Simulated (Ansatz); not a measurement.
# AsH₃OZn + H₂S: a complex and its separated parts, part 3 of 3

Ansatz 0.2.0, Gaussian basis.

### Step 17. PBE-QIDH/def2-TZVPP

The inputs:

parta/in.yaml

```yaml
crystal:
  periodic: [false, false, false]
  atoms:
    - {symbol: Zn, position_ang: [-1.329798, 0.274482, -0.262500]}
    - {symbol: O, position_ang: [-1.438984, 0.882041, -1.936553]}
    - {symbol: As, position_ang: [-1.401410, -0.466124, 1.971677]}
    - {symbol: H, position_ang: [-0.646311, 0.810868, -2.470603]}
    - {symbol: H, position_ang: [-0.065959, 0.217305, 2.247928]}
    - {symbol: H, position_ang: [-0.706245, -1.763387, 1.570756]}
basis:
  gaussian: {orbitals: def2-TZVPP}
hamiltonian: {xc: {name: PBE-QIDH}}
correlation: {frozen_orbitals: {As: 9, H: 0, O: 1, Zn: 9}}
```

partb/in.yaml

```yaml
crystal:
  periodic: [false, false, false]
  atoms:
    - {symbol: S, position_ang: [1.663444, -0.403409, -0.784484]}
    - {symbol: H, position_ang: [1.925429, -0.444159, 0.530409]}
    - {symbol: H, position_ang: [1.999834, 0.892482, -0.866630]}
basis:
  gaussian: {orbitals: def2-TZVPP}
hamiltonian: {xc: {name: PBE-QIDH}}
```

The same command starts each run, in its folder.

Command:

```console
$ ansatz run in.yaml --threads 8 --pin off --events-out ev --progress --plain --max-ram 19148MiB
```

Output in parta (excerpt; [...] marks lines left out):

```text
Functional definition: PBE-QIDH
  name "PBE-QIDH"
  cite "Brémond, Sancho-García, Pérez-Jiménez & Adamo, J. Chem. Phys. 141, 031101 (2014) doi:10.1063/1.4890314"
  cite "Perdew, Burke & Ernzerhof, Phys. Rev. Lett. 77, 3865 (1996) doi:10.1103/PhysRevLett.77.3865"
[...]
1202 factors; integrals over basis functions are off by at most 8.4e-4 eV
[...]
mean field -111316.45140492 eV, -4090.8041361299 hartree, gradient 9.0e-6 eV, S^2 0.000000; 0 other end points of the search recorded, 0 dependent functions left out
19 core orbitals not correlated: weight in the atoms' cores, before any rotation towards them, 1.000 or more for the frozen orbitals, at most 0.000 for the correlated occupied ones
reference -111316.45141768 eV, -4090.8041365989 hartree; 18, 18 occupied and 148, 148 virtual orbitals, 1202 factors
second order -31.13124659 eV of doubles, -0.00000000 eV of singles
Total energy: -111326.82849988 eV, -4091.1854873358 hartree
```

Output in partb (excerpt; [...] marks lines left out):

```text
[... 4 set-up lines as earlier in the session ...]
[...]
386 factors; integrals over basis functions are off by at most 7.9e-4 eV
[...]
mean field -10860.20503805 eV, -399.1051738369 hartree, gradient 1.1e-6 eV, S^2 0.000000; 0 other end points of the search recorded, 0 dependent functions left out
5 core orbitals not correlated: weight in the atoms' cores, before any rotation towards them, 1.000 or more for the frozen orbitals, at most 0.000 for the correlated occupied ones
reference -10860.20504483 eV, -399.1051740862 hartree; 4, 4 occupied and 61, 61 virtual orbitals, 386 factors
second order -5.89911154 eV of doubles, -0.00000000 eV of singles
Total energy: -10862.17141534 eV, -399.1774368696 hartree
```

Times: 5 s (parta), 0.61 s (partb) on 8 threads of Intel Xeon at 2.50GHz, shared host; peak memory 0.52 GiB.

### Step 18. RPA on PBE/def2-TZVPP

parta/in.yaml, as its differences from that of step 17:

```diff
@@ -11,3 +11,3 @@
   gaussian: {orbitals: def2-TZVPP}
-hamiltonian: {xc: {name: PBE-QIDH}}
-correlation: {frozen_orbitals: {As: 9, H: 0, O: 1, Zn: 9}}
+hamiltonian: {xc: pbe}
+correlation: {method: rpa, frozen_orbitals: {As: 9, H: 0, O: 1, Zn: 9}}
```

partb/in.yaml, as its differences from that of step 17:

```diff
@@ -8,2 +8,3 @@
   gaussian: {orbitals: def2-TZVPP}
-hamiltonian: {xc: {name: PBE-QIDH}}
+hamiltonian: {xc: pbe}
+correlation: {method: rpa}
```

One command serves all of them, each in its own folder.

Command:

```console
$ ansatz run in.yaml --threads 8 --pin off --events-out ev --progress --plain --max-ram 19148MiB
```

Output in parta (excerpt; [...] marks lines left out):

```text
[... 4 set-up lines as earlier in the session ...]
[...]
1202 factors; integrals over basis functions are off by at most 8.4e-4 eV
[...]
mean field -111340.41461364 eV, -4091.6847678078 hartree, gradient 1.9e-6 eV, S^2 0.000000; 0 other end points of the search recorded, 0 dependent functions left out
19 core orbitals not correlated: weight in the atoms' cores, before any rotation towards them, 1.000 or more for the frozen orbitals, at most 0.000 for the correlated occupied ones
reference -111256.45854767 eV, -4088.5994392907 hartree; 18, 18 occupied and 148, 148 virtual orbitals, 1202 factors
Total energy: -111295.66955603 eV, -4090.0404172696 hartree
```

partb printed (excerpt; [...] marks lines left out):

```text
[... 4 set-up lines as earlier in the session ...]
[...]
386 factors; integrals over basis functions are off by at most 7.9e-4 eV
[...]
mean field -10863.54268118 eV, -399.2278299598 hartree, gradient 1.8e-6 eV, S^2 0.000000; 0 other end points of the search recorded, 0 dependent functions left out
5 core orbitals not correlated: weight in the atoms' cores, before any rotation towards them, 1.000 or more for the frozen orbitals, at most 0.000 for the correlated occupied ones
reference -10849.04798675 eV, -398.6951597642 hartree; 4, 4 occupied and 61, 61 virtual orbitals, 386 factors
Total energy: -10858.41208280 eV, -399.0392839467 hartree
```

They took 4.1 s (parta), 0.56 s (partb) on 8 threads of Intel Xeon at 2.50GHz, shared host; peak memory 0.52 GiB.

### Step 19. CCSD(T)/def2-TZVPP

parta/in.yaml, as its differences from that of step 18:

```diff
@@ -11,3 +11,2 @@
   gaussian: {orbitals: def2-TZVPP}
-hamiltonian: {xc: pbe}
-correlation: {method: rpa, frozen_orbitals: {As: 9, H: 0, O: 1, Zn: 9}}
+correlation: {method: ccsd_t, frozen_orbitals: {As: 9, H: 0, O: 1, Zn: 9}}
```

partb/in.yaml, as its differences from that of step 18:

```diff
@@ -8,3 +8,2 @@
   gaussian: {orbitals: def2-TZVPP}
-hamiltonian: {xc: pbe}
-correlation: {method: rpa}
+correlation: {method: ccsd_t}
```

Each run has its own folder and the same command.

Command:

```console
$ ansatz run in.yaml --threads 8 --pin off --events-out ev --progress --plain --max-ram 19148MiB
```

Output in parta (excerpt; [...] marks lines left out):

```text
Functional definition: HF
  name "HF"
  cite "Fock, Z. Phys. 61, 126 (1930) doi:10.1007/BF01340294"
[... 1 set-up line as earlier in the session ...]
[...]
1202 factors; integrals over basis functions are off by at most 8.4e-4 eV
[...]
mean field -111258.51211028 eV, -4088.6749063247 hartree, gradient 2.1e-6 eV, S^2 0.000000; 0 other end points of the search recorded, 0 dependent functions left out
19 core orbitals not correlated: weight in the atoms' cores, before any rotation towards them, 1.000 or more for the frozen orbitals, at most 0.000 for the correlated occupied ones
reference -111258.51211028 eV, -4088.6749063247 hartree; 18, 18 occupied and 148, 148 virtual orbitals, 1202 factors
second order -27.99920127 eV of doubles, -0.00000000 eV of singles
cycle   1  -26.04832703 eV  change     2.0e0 eV  update   1.4e-1
[...]
cycle  11  -26.99883468 eV  change    3.6e-5 eV  update   7.2e-6
perturbative correction -0.92592073 eV, -0.0340269591 hartree
Total energy: -111286.43686569 eV, -4089.7011221578 hartree
```

partb printed (excerpt; [...] marks lines left out):

```text
[... 4 set-up lines as earlier in the session ...]
[...]
386 factors; integrals over basis functions are off by at most 7.9e-4 eV
[...]
mean field -10849.38780284 eV, -398.7076477752 hartree, gradient 1.3e-6 eV, S^2 0.000000; 0 other end points of the search recorded, 0 dependent functions left out
5 core orbitals not correlated: weight in the atoms' cores, before any rotation towards them, 1.000 or more for the frozen orbitals, at most 0.000 for the correlated occupied ones
reference -10849.38780284 eV, -398.7076477752 hartree; 4, 4 occupied and 61, 61 virtual orbitals, 386 factors
second order -5.20090808 eV of doubles, -0.00000000 eV of singles
cycle   1  -5.68438007 eV  change   -4.8e-1 eV  update   4.9e-2
[...]
cycle   8  -5.86289227 eV  change    2.6e-6 eV  update   5.9e-6
perturbative correction -0.21792679 eV, -0.0080086617 hartree
Total energy: -10855.46862190 eV, -398.9311137539 hartree
```

Wall times: 43 s (parta), 0.81 s (partb) on 8 threads of Intel Xeon at 2.50GHz, shared host; peak memory 1.9 GiB.

### Step 20. Vibrations of AsH₃OZn

Input file vib-parta/in.yaml:

```yaml
crystal:
  periodic: [false, false, false]
  atoms:
    - {symbol: Zn, position_ang: [-1.329798, 0.274482, -0.262500]}
    - {symbol: O, position_ang: [-1.438984, 0.882041, -1.936553]}
    - {symbol: As, position_ang: [-1.401410, -0.466124, 1.971677]}
    - {symbol: H, position_ang: [-0.646311, 0.810868, -2.470603]}
    - {symbol: H, position_ang: [-0.065959, 0.217305, 2.247928]}
    - {symbol: H, position_ang: [-0.706245, -1.763387, 1.570756]}
basis:
  gaussian: {orbitals: def2-TZVP}
hamiltonian: {xc: pbe0, dispersion: d4}
phonons: {temperatures: {t_min: 298.15, t_max: 900, t_step: 200}}
```

Command:

```console
$ ansatz run in.yaml --threads 8 --pin off --events-out ev --progress --plain --max-ram 19148MiB
```

Output (excerpt; [...] marks lines left out):

```text
[... 5 set-up lines as earlier in the session ...]
[...]
1247 factors; their error is unknown
[...]
mean field -111342.52630152 eV, -4091.7623709060 hartree, gradient 5.6e-5 eV, S^2 0.000000; 0 other end points of the search recorded, 0 dependent functions left out
[...]
Atom 3 at    -0.646311     0.810868    -2.470603 Å, force    -0.000049    -0.000128     0.000147 eV/Å
Atom 4 at    -0.065959     0.217305     2.247928 Å, force     0.000210     0.000541    -0.000142 eV/Å
Atom 5 at    -0.706245    -1.763387     1.570756 Å, force    -0.000234    -0.000115    -0.000159 eV/Å
Dipole moment:     0.315101    -0.133002     0.093226 e Å
Vibrations: 90.45 111.98 118.06 249.34 522.82 577.13 660.65 719.99 981.66 2193.12 2203.54 3913.38 cm⁻¹, zero-point energy 0.765114 eV
```

Run time: 87 s. Hardware: 8 threads of Intel Xeon at 2.50GHz, shared host; peak memory 0.52 GiB.

Wavenumbers and character of the modes:

| mode | wavenumber (cm⁻¹) | character |
| --- | --- | --- |
| 1 | 90 | not assigned (largely outside the bonds, angles and torsions drawn) |
| 2 | 112 | bend |
| 3 | 118 | not assigned (largely outside the bonds, angles and torsions drawn) |
| 4 | 249 | Zn–As stretch |
| 5 | 523 | bend |
| 6 | 577 | bend |
| 7 | 661 | Zn–O stretch |
| 8 | 720 | bend |
| 9 | 982 | bend |
| 10 | 2193 | As–H stretch |
| 11 | 2204 | As–H stretch |
| 12 | 3913 | O–H stretch |

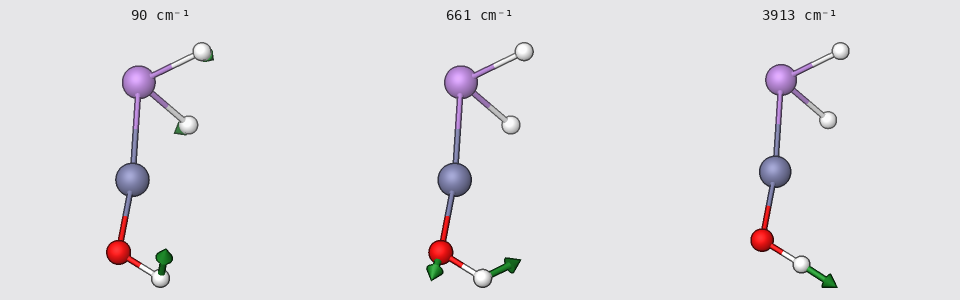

How the atoms move in 3 of the modes.

Vibrational sums (real modes only):

| T (K) | entropy (J/mol/K) | heat capacity (J/mol/K) |
| --- | --- | --- |
| 298 | 56.8 | 50.1 |
| 498 | 86.2 | 63.9 |
| 698 | 109.2 | 71.9 |
| 898 | 128.0 | 77.6 |

### Step 21. Vibrations of H₂S

Input file vib-partb/in.yaml:

```yaml
crystal:
  periodic: [false, false, false]
  atoms:
    - {symbol: S, position_ang: [1.663444, -0.403409, -0.784484]}
    - {symbol: H, position_ang: [1.925429, -0.444159, 0.530409]}
    - {symbol: H, position_ang: [1.999834, 0.892482, -0.866630]}
basis:
  gaussian: {orbitals: def2-TZVP}
hamiltonian: {xc: pbe0, dispersion: d4}
phonons: {temperatures: {t_min: 298.15, t_max: 900, t_step: 200}}
```

Command:

```console
$ ansatz run in.yaml --threads 8 --pin off --events-out ev --progress --plain --max-ram 19148MiB
```

Output (excerpt; [...] marks lines left out):

```text
[... 5 set-up lines as earlier in the session ...]
[...]
359 factors; their error is unknown
[...]
mean field -10864.45046316 eV, -399.2611903321 hartree, gradient 4.8e-5 eV, S^2 0.000000; 0 other end points of the search recorded, 0 dependent functions left out
[...]
Total energy: -10864.46265919 eV, -399.2616385278 hartree
Atom 0 at     1.663444    -0.403409    -0.784484 Å, force    -0.000008    -0.000016    -0.000016 eV/Å
Atom 1 at     1.925429    -0.444159     0.530409 Å, force     0.000003    -0.000003     0.000020 eV/Å
Atom 2 at     1.999834     0.892482    -0.866630 Å, force     0.000005     0.000020    -0.000004 eV/Å
Dipole moment:     0.077935     0.163474     0.160558 e Å
Vibrations: 1209.05 2724.35 2739.66 cm⁻¹, zero-point energy 0.413677 eV
```

Run time: 2 s. Hardware: 8 threads of Intel Xeon at 2.50GHz, shared host; peak memory 0.52 GiB.

The modes, with what each moves most:

| mode | wavenumber (cm⁻¹) | character |
| --- | --- | --- |
| 1 | 1209 | bend |
| 2 | 2724 | S–H stretch |
| 3 | 2740 | S–H stretch |

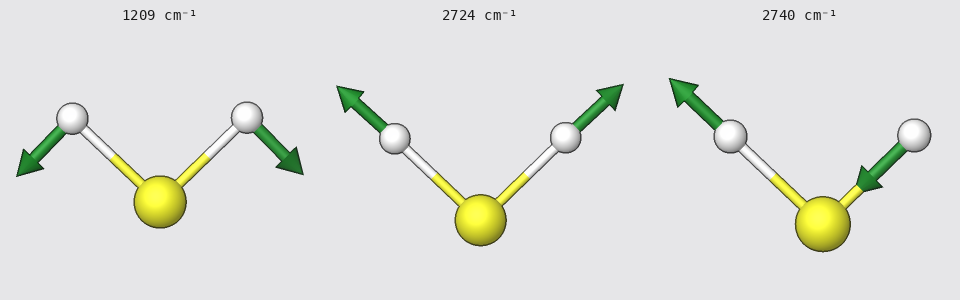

Displacements of 3 modes, as arrows.

Vibrational sums (real modes only):

| T (K) | entropy (J/mol/K) | heat capacity (J/mol/K) |
| --- | --- | --- |
| 298 | 0.2 | 0.8 |
| 498 | 1.2 | 3.7 |
| 698 | 3.0 | 7.0 |
| 898 | 5.1 | 10.2 |

### Step 22. Complex less separated parts

The complex's own energies come from single points at the same levels.

Rows are in def2-TZVPP; times add the 3 runs of a level on a shared host, so small differences are noise.

Differences are taken before rounding.

| method | rung | complex less parts (kJ/mol) | from CCSD(T) (kJ/mol) | time |
| --- | --- | --- | --- | --- |
| SPW92 | LDA | -33.2 | -16.5 | 5.7 s |
| PBE-D4 | GGA | -22.7 | -6.0 | 6.8 s |
| BLYP-D4 | GGA | -17.9 | -1.2 | 5.9 s |
| r2SCAN-D4 | meta-GGA | -23.3 | -6.6 | 11 s |
| B97M-V | meta-GGA | -17.6 | -0.9 | 17 s |
| PBE0-D4 | hybrid | -23.2 | -6.5 | 10 s |
| B3LYP-D4 | hybrid | -19.5 | -2.9 | 8.9 s |
| r2SCAN0-D4 | hybrid | -23.9 | -7.2 | 13 s |
| BHLYP-D4 | hybrid | -22.1 | -5.4 | 8.7 s |
| CAM-B3LYP-D4 | range-separated hybrid | -18.9 | -2.2 | 11 s |
| wB97X-V | range-separated hybrid | -20.3 | -3.6 | 20 s |
| wB97M-V | range-separated hybrid | -21.2 | -4.5 | 21 s |
| B2PLYP | double hybrid | -10.5 | +6.2 | 16 s |
| PBE-QIDH | double hybrid | -18.4 | -1.7 | 15 s |
| RPA on PBE | RPA | -12.1 | +4.6 | 13 s |
| Hartree-Fock | wavefunction | -3.6 | +13.1 |  |
| MP2 | wavefunction | -16.4 | +0.3 |  |
| CCSD | wavefunction | -14.1 | +2.6 |  |
| CCSD(T) | wavefunction | -16.7 | 0 | 4.3 min |

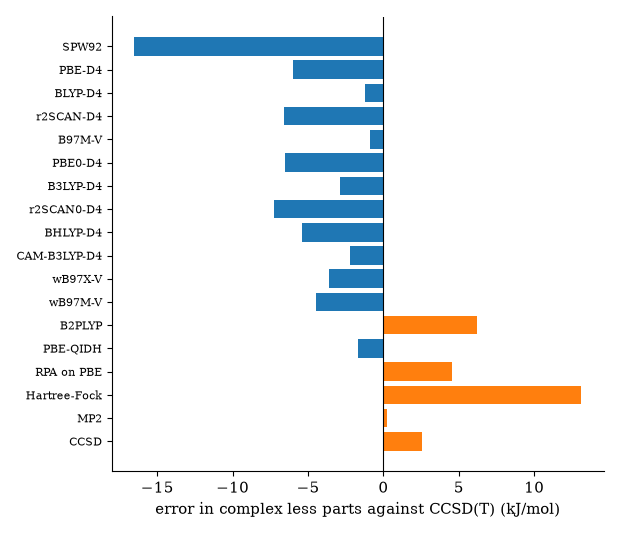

How far each level lands from CCSD(T).

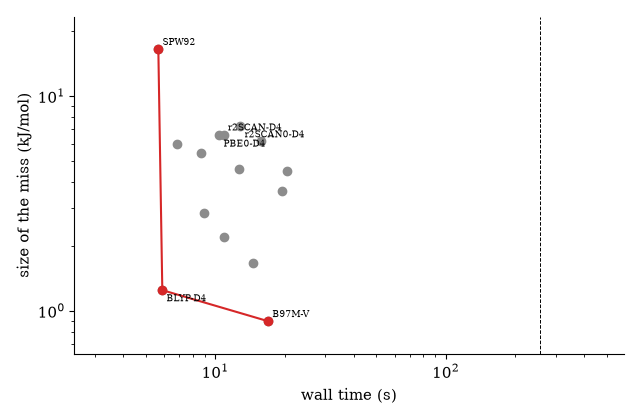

Miss against cost. Red marks the levels that no quicker level drawn beats (of those quicker than the yardstick), and the dashed line is the time of CCSD(T). Only those levels and the largest misses are named. Times are from a shared host.

B97M-V reaches 0.9 kJ/mol from the reference in 17 s, where CCSD(T) took 4.3 min; the quickest level in the cost chart, SPW92, takes 5.7 s and misses by 16.5 kJ/mol.

The complex's zero-point energy, from a separate PBE0-D4 run, is 1.231 eV.

### Step 23. What came out

The summary covers parts 1 to 3.

```
                              quantity         value
complex less parts, CCSD(T)/def2-TZVPP  -16.7 kJ/mol
                with zero-point energy  -11.6 kJ/mol
                 largest T1 diagnostic         0.015
```

What this shows: At CCSD(T) the complex lies 16.7 kJ/mol below its parts. The functionals run from B97M-V, off by -0.9 kJ/mol, to SPW92, off by -16.5 kJ/mol, against CCSD(T). Mean unsigned error by rung: LDA 16.5, GGA 3.6, meta-GGA 3.8, hybrid 5.5, range-separated hybrid 3.4, double hybrid 3.9 kJ/mol. The double hybrids carry no dispersion term here, unlike the levels marked D4 or V. PBE-D4 gives a relative energy 6.0 kJ/mol too low, outside chemical accuracy (1 kcal/mol, 4.2 kJ/mol). No counterpoise was applied, and triple zeta lacks some correlation, so the CCSD(T) reference has a basis error of its own, and close matches with it are partly luck.
